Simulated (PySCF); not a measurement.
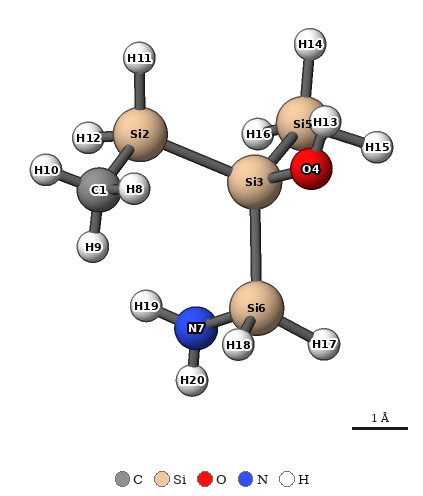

Figure 1. The structure (ball-and-stick view, seen at a tilt; atoms are numbered from 1 in the order of the input).

CH₁₃NOSi₄: NMR shielding calculation

The run: NMR shielding calculation of CH₁₃NOSi₄. Method and program: GIAO PBE0/pcSseg-1 NMR shielding, non-relativistic, gas phase (PySCF 2.14.0).

The geometry comes from this level: GFN2-xTB. It belongs to a series of runs on one base structure; here: C replaced by Si. Figures and captions count atoms from 1; the log counts them from 0 in places.

**Input file**
```
{"job": {"kind": "nmr", "xc": "PBE0", "basis": "pcSseg-1"}, "charge": 0, "multiplicity": 1}
C     -1.685621    -2.262005    -0.546554
Si    -1.556317    -0.418302    -1.008816
Si    -0.154785     0.694949     0.514410
O     -0.896149     0.705203     1.996046
Si     0.210605     2.916936    -0.107703
Si     1.727570    -0.536630     1.078945
N      2.559173    -0.648768    -0.435162
H     -2.095896    -2.383533     0.452271
H     -0.706648    -2.734299    -0.553438
H     -2.321170    -2.814941    -1.232402
H     -2.942558     0.080785    -1.103250
H     -1.030922    -0.360503    -2.384055
H     -1.720081     1.153643     2.161548
H     -1.037072     3.686515    -0.256294
H      1.004775     3.699123     0.847872
H      0.897672     3.010842    -1.396840
H      2.724605     0.094323     1.954871
H      1.469245    -1.854814     1.702506
H      2.062299    -0.976850    -1.247210
H      3.486126    -1.040995    -0.439781
```

The first line tells a small driver script what to run in PySCF; the rest is the geometry in Å.

Run as:
```bash
OMP_NUM_THREADS=1 python <driver script> task.json out
```

**What the program printed**
```
coarse grid: 17792 points
cycle   1  E = -1332.9937510397  dE =  2.632e-01  |g| = 8.638e-01  |ddm| = 3.932e+00
cycle   2  E = -1332.7671181972  dE =  2.266e-01  |g| = 1.363e+00  |ddm| = 2.231e+00
cycle   3  E = -1333.1359795793  dE = -3.689e-01  |g| = 1.269e-01  |ddm| = 1.703e+00
cycle   4  E = -1333.1386978023  dE = -2.718e-03  |g| = 6.228e-02  |ddm| = 1.835e-01
cycle   5  E = -1333.1395202918  dE = -8.225e-04  |g| = 1.076e-02  |ddm| = 6.445e-02
cycle   6  E = -1333.1395433408  dE = -2.305e-05  |g| = 3.803e-03  |ddm| = 1.362e-02
cycle   7  E = -1333.1395466030  dE = -3.262e-06  |g| = 6.953e-04  |ddm| = 3.813e-03
final grid: 150952 points
cycle   8  E = -1333.1834932565  dE = -2.166e-05  |g| = 8.728e-03  |ddm| = 1.999e-02
cycle   9  E = -1333.1834780114  dE =  1.525e-05  |g| = 1.218e-02  |ddm| = 1.763e-02
cycle  10  E = -1333.1835090978  dE = -3.109e-05  |g| = 9.600e-04  |ddm| = 1.103e-02
cycle  11  E = -1333.1835092710  dE = -1.732e-07  |g| = 2.914e-04  |ddm| = 1.247e-03
cycle  12  E = -1333.1835092894  dE = -1.844e-08  |g| = 5.460e-05  |ddm| = 2.998e-04
cycle  13  E = -1333.1835092899  dE = -5.241e-10  |g| = 2.521e-05  |ddm| = 8.259e-05
```

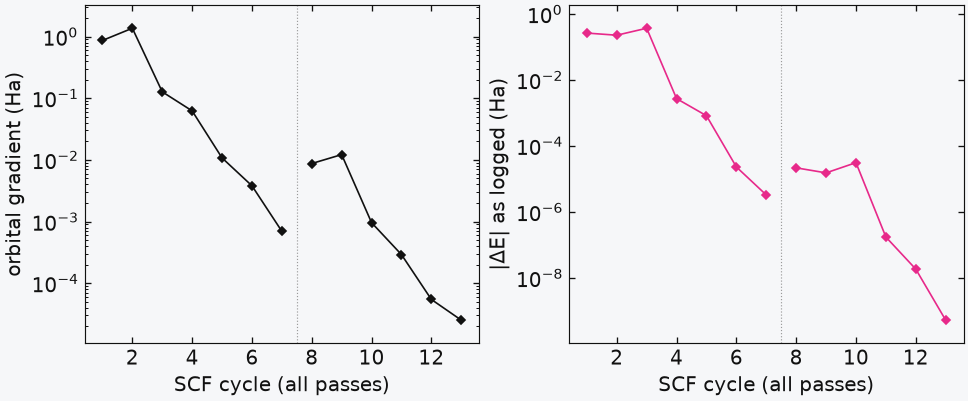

Figure 2. Convergence of the self-consistent field: orbital gradient and size of the energy change against the SCF cycle. The dotted line marks the change from a coarse to the final integration grid. The first 7 cycles use a coarse grid, the final grid takes over at cycle 8, and the field converges after 13 cycles in all.

```
converged SCF energy = -1333.1835092899

GIAO shielding tensors (ppm)
atom      isotropic    diamagn.    paramagn.     s11        s22        s33       span
  0 C      196.046     253.887     -57.841    190.111    196.395    201.631     11.520
  1 Si     427.747     882.161    -454.414    395.855    415.469    471.918     76.063
  2 Si     348.548     880.653    -532.105    272.792    301.040    471.812    199.020
  3 O      347.659     388.470     -40.811    275.812    350.442    416.723    140.911
  4 Si     464.443     880.435    -415.992    444.506    461.478    487.345     42.839
  5 Si     397.620     880.023    -482.402    346.345    380.089    466.427    120.082
  6 N      266.988     318.521     -51.533    229.375    261.857    309.731     80.355
  7 H       31.221      31.458      -0.237     26.631     29.125     37.908     11.277
  8 H       31.500      32.685      -1.184     26.236     29.913     38.351     12.115
  9 H       31.240      28.613       2.628     26.017     27.956     39.749     13.732
 10 H       27.561      30.693      -3.133     23.685     26.238     32.759      9.074
 11 H       27.885      31.173      -3.287     24.793     26.418     32.444      7.651
 12 H       32.523      32.458       0.065     23.917     27.289     46.362     22.444
 13 H       28.094      29.461      -1.367     24.684     26.361     33.236      8.552
 14 H       27.993      29.006      -1.013     24.423     25.859     33.696      9.273
 15 H       28.322      29.331      -1.009     25.110     26.446     33.408      8.298
 16 H       26.512      29.373      -2.861     23.945     24.733     30.857      6.912
 17 H       26.202      30.111      -3.908     23.679     24.060     30.868      7.189
 18 H       32.424      34.017      -1.593     24.301     30.729     42.243     17.942
 19 H       31.986      29.351       2.635     23.794     27.257     44.907     21.113
```

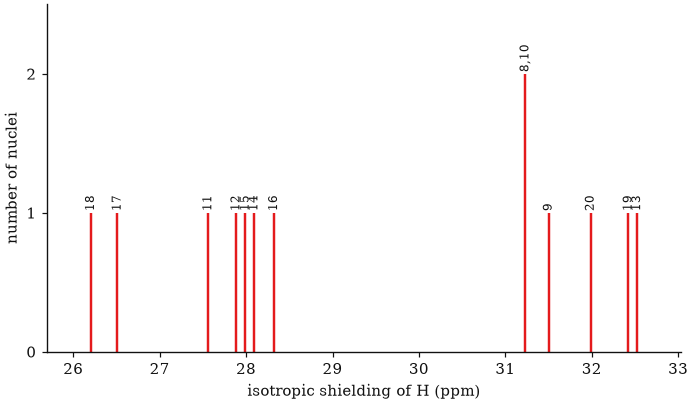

Figure 3. Isotropic shieldings of the hydrogen nuclei in this fixed geometry, labelled by atom number; shielding grows to the right, so chemical shift grows to the left. The least shielded is H18 (26.2 ppm), the most shielded H13 (32.5 ppm).

**Summary**

- outcome: converged
- total energy: −1333.183509 hartree
- HOMO: −7.18 eV
- LUMO: −1.17 eV
- dipole moment: 1.29 D
- isotropic shielding, C: 196.0 ppm
- isotropic shielding, Si: 348.5 to 464.4 ppm
- isotropic shielding, O: 347.7 ppm
- isotropic shielding, N: 267.0 ppm
- isotropic shielding, H: 26.2 to 32.5 ppm
- hardware: 1 CPU thread, shared host
- wall time: 64 s
- peak memory: 1 GiB
